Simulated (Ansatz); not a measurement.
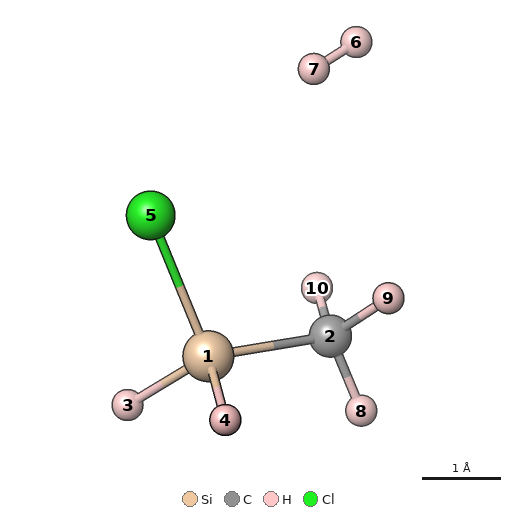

Orthographic view. Distant atoms are faded towards the background colour. The computed structure is the end point of a PBE0-D4/def2-TZVP optimisation. No frequency run is at hand to confirm it as a minimum.

Write the connection table.

Si1: C2, H3, H4, Cl5
C2: Si1, H8, H9, H10
H3: Si1
H4: Si1
Cl5: Si1
H6: H7
H7: H6
H8: C2
H9: C2
H10: C2
